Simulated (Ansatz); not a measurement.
# BNH2F (SMILES N[B]F): the energy, rung by rung

The species is BNH2F (5 atoms), meant as a doublet with charge 0. SMILES: `N[B]F`. The coordinates come from a PBE0-D4/def2-TZVP relaxation. This is one conformer, not always the lowest.

```
atom    x (Å)    y (Å)    z (Å)
   N  -0.3152   0.2846  -0.2983
   B   0.2568  -0.9047   0.1193
   F   1.1865  -0.9571   1.0606
   H  -1.0196   0.3220  -1.0120
   H  -0.0585   1.1817   0.0889
```

Quantity: the energy change with the N1–H4 bond stretched from 1.003 to 1.505 Å, in eV. The values are calculated.

| level | kind | program | value (eV) | less FCI/STO-3G | CPU time (all runs) |
| --- | --- | --- | --- | --- | --- |
| UHF/STO-3G | Hartree–Fock | Ansatz | 3.34 | +0.96 | 0.16 s |
| USVWN5/STO-3G | LDA | Ansatz | 2.40 | +0.02 | 1.5 s |
| U-r2SCAN/STO-3G | meta-GGA | Ansatz | 2.54 | +0.16 | 5.8 s |
| UPBE0/STO-3G | global hybrid | Ansatz | 2.67 | +0.29 | 2.8 s |
| UHSE06/STO-3G | range-separated hybrid | Ansatz | 2.66 | +0.28 | 3.5 s |
| UB2PLYP/STO-3G | double hybrid | Ansatz | 2.64 | +0.26 | 3.3 s |
| UMP2/STO-3G | perturbation theory | Ansatz | 3.00 | +0.62 | 0.17 s |
| UBCCD(T)/STO-3G | coupled cluster or CI | Ansatz | 2.39 | +0.01 | 0.53 s |
| UCCSDT/STO-3G | coupled cluster or CI | Ansatz | 2.39 | +0.01 | 1.8 s |
| FCI/STO-3G | exact in the basis | Ansatz | 2.38 | 0.00 | 1.9 min |

FCI/STO-3G is exact within its basis and frozen core, so for wave-function methods in that basis the difference is their error; functionals converge differently with the basis, so for them it is only a difference. The first shape isn't each level's own minimum. The values span 2.38 to 3.34 eV. Spin contamination of the reference (⟨S²⟩ at least 0.1 too high) touches UHF/STO-3G, UMP2/STO-3G, UBCCD(T)/STO-3G, UCCSDT/STO-3G. All rows use very small basis sets, so even the best lies far from the true value. Times are those of the runs behind each value, whatever else they computed, on shared processors of several kinds: orders of magnitude only.

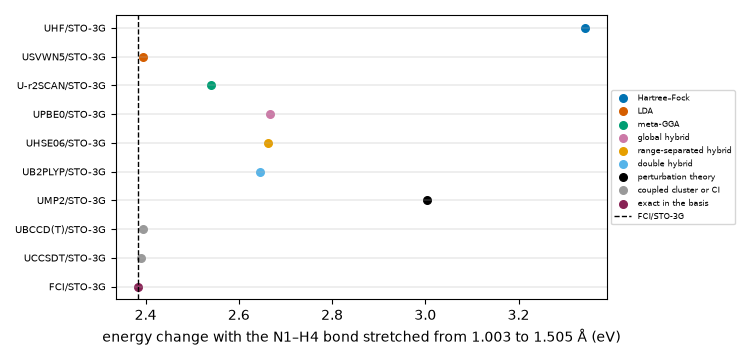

The values of the table, level by level.
